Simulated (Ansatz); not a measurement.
**C₃H₆AlBO: small, medium and large basis sets**

How large a basis does C₃H₆AlBO need? Two functionals are run in growing sets.

The runs use Ansatz 0.2.0, Gaussian basis; one geometry, several basis sets.

The runs, in order: PBE0-D4/def2-SVP; ωB97M-V/def2-SVP; PBE0-D4/def2-QZVPP; ωB97M-V/def2-QZVPP; the functionals' def2-TZVPP values are taken from earlier runs.

**1. Structure used throughout**

An earlier PBE0-D4 in a triple-zeta def2 set relaxation fixed the geometry.

12 atoms, charge 0, spin multiplicity 1.

Atoms are counted from 1 here; the program's logs count them from 0.

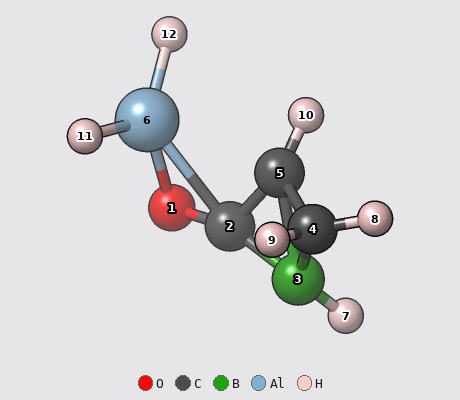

The geometry (oxygen red, carbon dark grey, boron green, aluminium light blue, hydrogen pink); atoms are numbered from 1 in the order of the file.

**2. PBE0-D4 in def2-SVP**

File in.yaml:

```yaml
crystal:
  periodic: [false, false, false]
  atoms:
    - {symbol: O, position_ang: [-0.568798, 0.840383, 1.726123]}
    - {symbol: C, position_ang: [-0.305791, -0.127857, 0.904781]}
    - {symbol: B, position_ang: [-0.302938, -1.567958, 0.492532]}
    - {symbol: C, position_ang: [0.539532, -1.323273, -0.830419]}
    - {symbol: C, position_ang: [-0.245349, -0.083721, -0.518518]}
    - {symbol: Al, position_ang: [0.194142, 2.018712, 0.592459]}
    - {symbol: H, position_ang: [-1.141132, -2.383230, 0.716763]}
    - {symbol: H, position_ang: [0.243463, -1.870368, -1.723021]}
    - {symbol: H, position_ang: [1.616465, -1.215384, -0.751453]}
    - {symbol: H, position_ang: [-0.916479, 0.446008, -1.195761]}
    - {symbol: H, position_ang: [1.744252, 2.211542, 0.786292]}
    - {symbol: H, position_ang: [-0.780166, 2.999946, -0.165978]}
basis:
  gaussian: {orbitals: def2-SVP}
hamiltonian: {xc: pbe0, dispersion: d4}
output: {orbitals: {seedname: orbitals}}
```

Launch:

```
> ansatz run in.yaml --threads 4 --pin off --events-out ev --progress --plain --max-ram 10444MiB
```

Output:

```text
Functional definition: PBE0
  name "PBE0"
  cite "Adamo & Barone, J. Chem. Phys. 110, 6158 (1999) doi:10.1063/1.478522"
  cite "Perdew, Burke & Ernzerhof, Phys. Rev. Lett. 77, 3865 (1996) doi:10.1103/PhysRevLett.77.3865"
  parent pbe
  parameter a = 0.25
  parameter kappa = 0.804
  parameter beta = 0.06672455060314922
  exchange = (1 - a)*pbe_x(kappa = kappa, mu = beta*pi^2/3) + a*exact_x
  correlation = pbe_c(beta = beta)
1345 factors; their error is unknown
mean field evaluation 1: about -12505.6280 eV, gradient 4.9e1 eV
mean field evaluation 2: about -12503.4447 eV, gradient 5.9e1 eV
mean field evaluation 4: about -12511.2873 eV, gradient 4.6e0 eV
mean field evaluation 8: about -12511.4241 eV, gradient 2.9e-1 eV
mean field evaluation 16: about -12511.4243 eV, gradient 3.8e-5 eV
mean field -12511.42429947 eV, -459.7863624575 hartree, gradient 3.8e-5 eV, S^2 0.000000; 0 other end points of the search recorded, 0 dependent functions left out
reference -12511.42433370 eV, -459.7863637156 hartree; 25, 25 occupied and 93, 93 virtual orbitals, 1345 factors
Total energy: -12511.65489886 eV, -459.7948368290 hartree
```

Wall time 1.1 s (4 threads of Arm Neoverse V2, shared host).

**3. ωB97M-V in def2-SVP**

Edit in.yaml of step 2 so:

```diff
@@ -17,3 +17,3 @@
   gaussian: {orbitals: def2-SVP}
-hamiltonian: {xc: pbe0, dispersion: d4}
+hamiltonian: {xc: {name: wB97M-V}}
 output: {orbitals: {seedname: orbitals}}
```

The command is unchanged.

Output, cut to the lines that bear on the results:

```text
Functional definition: wB97M-V
  name "wB97M-V"
  cite "Mardirossian & Head-Gordon, J. Chem. Phys. 144, 214110 (2016) doi:10.1063/1.4952647"
  cite "Becke, J. Chem. Phys. 107, 8554 (1997) doi:10.1063/1.475007"
  cite "Vydrov & Van Voorhis, J. Chem. Phys. 133, 244103 (2010) doi:10.1063/1.3521275"
  # Of w^i u^j: cxij and so on, Table III.
[...]
  gx(w, u) = 1 - cx + cx01*u + cx10*w
  gss(w, u) = css00 + css04*u^4 + css10*w + css20*w^2 + css43*w^4*u^3
  gos(w, u) = cos00 + cos10*w + (cos20 + cos21*u)*w^2 + (cos60 + cos61*u)*w^6
[...]
      + integral(e_c_pw_mod_opposite_spin*gos(b97_w_opposite, b97_u_opposite)) + vv10(b, c)
1326 factors; their error is unknown
342 factors; integrals over basis functions are off by at most 8.7e-6 eV
[...]
mean field -12518.52349644 eV, -460.0472531342 hartree, gradient 5.8e-5 eV, S^2 0.000000; 0 other end points of the search recorded, 0 dependent functions left out
reference -12518.52355009 eV, -460.0472551058 hartree; 25, 25 occupied and 93, 93 virtual orbitals, 1326 factors
Total energy: -12518.52355009 eV, -460.0472551058 hartree
```

It took 5 s on 4 threads of Arm Neoverse V2, shared host.

**4. PBE0-D4 in def2-QZVPP**

Edit in.yaml of step 3 so:

```diff
@@ -16,4 +16,4 @@
 basis:
-  gaussian: {orbitals: def2-SVP}
-hamiltonian: {xc: {name: wB97M-V}}
+  gaussian: {orbitals: "def2-QZVPP.json"}
+hamiltonian: {xc: pbe0, dispersion: d4}
 output: {orbitals: {seedname: orbitals}}
```

Same command.

Output:

```text
Functional definition: PBE0
  name "PBE0"
  cite "Adamo & Barone, J. Chem. Phys. 110, 6158 (1999) doi:10.1063/1.478522"
  cite "Perdew, Burke & Ernzerhof, Phys. Rev. Lett. 77, 3865 (1996) doi:10.1103/PhysRevLett.77.3865"
  parent pbe
  parameter a = 0.25
  parameter kappa = 0.804
  parameter beta = 0.06672455060314922
  exchange = (1 - a)*pbe_x(kappa = kappa, mu = beta*pi^2/3) + a*exact_x
  correlation = pbe_c(beta = beta)
1669 factors; their error is unknown
mean field evaluation 1: about -12511.6274 eV, gradient 6.5e1 eV
mean field evaluation 2: about -12505.6010 eV, gradient 8.1e1 eV
mean field evaluation 4: about -12520.8102 eV, gradient 5.5e0 eV
mean field evaluation 8: about -12520.8771 eV, gradient 3.7e-1 eV
mean field evaluation 16: about -12520.8772 eV, gradient 7.7e-5 eV
mean field -12520.87720898 eV, -460.1337504748 hartree, gradient 7.7e-5 eV, S^2 0.000000; 0 other end points of the search recorded, 0 dependent functions left out
reference -12520.87725761 eV, -460.1337522616 hartree; 25, 25 occupied and 510, 510 virtual orbitals, 1669 factors
Total energy: -12521.10782277 eV, -460.1422253749 hartree
```

Run time: 9.5 s. Hardware: 4 threads of Arm Neoverse V2, shared host; peak memory 2.1 GiB.

**5. ωB97M-V in def2-QZVPP**

Edit in.yaml of step 4 so:

```diff
@@ -17,3 +17,3 @@
   gaussian: {orbitals: "def2-QZVPP.json"}
-hamiltonian: {xc: pbe0, dispersion: d4}
+hamiltonian: {xc: {name: wB97M-V}}
 output: {orbitals: {seedname: orbitals}}
```

The command is unchanged.

Output, cut to the lines that bear on the results:

```text
Functional definition: wB97M-V
  name "wB97M-V"
  cite "Mardirossian & Head-Gordon, J. Chem. Phys. 144, 214110 (2016) doi:10.1063/1.4952647"
  cite "Becke, J. Chem. Phys. 107, 8554 (1997) doi:10.1063/1.475007"
  cite "Vydrov & Van Voorhis, J. Chem. Phys. 133, 244103 (2010) doi:10.1063/1.3521275"
  # Of w^i u^j: cxij and so on, Table III.
[...]
  gx(w, u) = 1 - cx + cx01*u + cx10*w
  gss(w, u) = css00 + css04*u^4 + css10*w + css20*w^2 + css43*w^4*u^3
  gos(w, u) = cos00 + cos10*w + (cos20 + cos21*u)*w^2 + (cos60 + cos61*u)*w^6
[...]
      + integral(e_c_pw_mod_opposite_spin*gos(b97_w_opposite, b97_u_opposite)) + vv10(b, c)
1626 factors; their error is unknown
464 factors; integrals over basis functions are off by at most 1.1e-5 eV
[...]
mean field -12528.19286688 eV, -460.4025959436 hartree, gradient 6.4e-5 eV, S^2 0.000000; 0 other end points of the search recorded, 0 dependent functions left out
reference -12528.19294627 eV, -460.4025988614 hartree; 25, 25 occupied and 510, 510 virtual orbitals, 1626 factors
Total energy: -12528.19294627 eV, -460.4025988614 hartree
```

Wall time 23 s (4 threads of Arm Neoverse V2, shared host); peak memory 2.6 GiB.

**6. Density functionals: the series**

The def2-TZVPP values come from earlier runs at the same geometry.

```tsv
functional	basis	functions	energy (eV)	from the largest (eV)	HOMO (eV)	LUMO (eV)
PBE0-D4	def2-SVP	118	-12511.6549	9.453	-7.35	-1.24
PBE0-D4	def2-TZVPP	281	-12520.5670	0.541	-7.34	-1.29
PBE0-D4	def2-QZVPP	535	-12521.1078	0.000	-7.35	-1.32
ωB97M-V	def2-SVP	118	-12518.5236	9.669	-9.48	0.74
ωB97M-V	def2-TZVPP	281	-12527.6862	0.507	-9.50	0.56
ωB97M-V	def2-QZVPP	535	-12528.1929	0.000	-9.51	0.38
```

**7. Summary of results**

| quantity | value |
| --- | --- |
| PBE0-D4: double and triple zeta above quadruple | 9.45, 0.54 eV |
| ωB97M-V: double and triple zeta above quadruple | 9.67, 0.51 eV |

What this shows: For PBE0-D4 the step from double to triple zeta gains 8.91 eV and the next only 0.54 eV. Total energies overstate the basis error of differences, where much of it tends to cancel.

For PBE0-D4 the largest set took about 9 times as long as the smallest (9.5 s against 1.1 s).
